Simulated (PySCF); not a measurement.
Consider C2H8O3SSi (SMILES CCO[Si](O)(O)S).

```xyz
15

C    -1.6315   -1.5766   -0.9771
C    -0.9119   -0.8752    0.1616
O    -0.0003    0.0607   -0.3718
Si    1.0672    0.9529    0.4363
O     0.3295    1.6515    1.6974
O     2.3533    0.1691    1.0476
S     1.7608    2.3451   -1.0351
H    -2.1632   -0.8499   -1.5854
H    -2.3422   -2.2938   -0.5763
H    -0.9151   -2.0972   -1.6073
H    -1.6207   -0.3444    0.8046
H    -0.3662   -1.5972    0.7781
H     0.8404    2.1304    2.3452
H     3.0055   -0.2186    0.4699
H     0.5900    2.5512   -1.6096
```

Geometry: GFN2-xTB.

All numbers below come from PySCF 2.14.0, PBE0/pcSseg-1, SCF density, gas phase, non-relativistic.

### What can the converged electron density and electron localisation function tell about the bonding?

C–O (1.41 Å): ρ at the midpoint is about 2 e/Å³, with its minimum of 1.7 e/Å³ about 0.5 Å from C; the ELF peaks at about 0.85 between the atoms (a polar covalent bond).
C–C (1.52 Å): ρ at the midpoint is about 1.7 e/Å³; the ELF peaks at about 0.95 between the atoms, as expected for a shared electron pair.
Si–O (1.61 Å): ρ is about 1.2 e/Å³ halfway; the ELF peaks at about 0.85 between the atoms (a short, strongly polar bond).
C–H (1.09 Å): ρ at the midpoint is about 2 e/Å³; the ELF climbs to about 1 towards the hydrogen, as it does in any bond to H: an ordinary covalent bond to hydrogen.

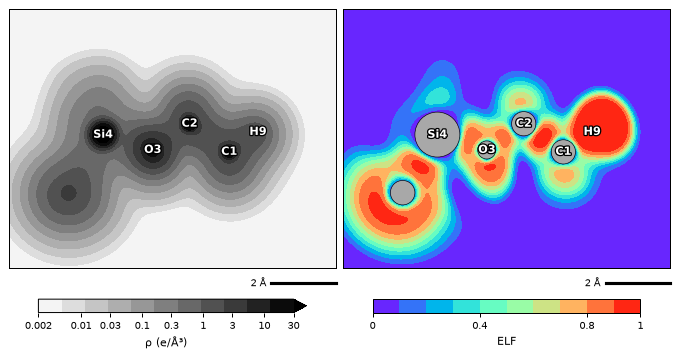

Computed electron density and electron localisation function on the plane of atoms C2, O3 and Si4, in this order. Grey discs cover the atomic cores in the ELF map. 
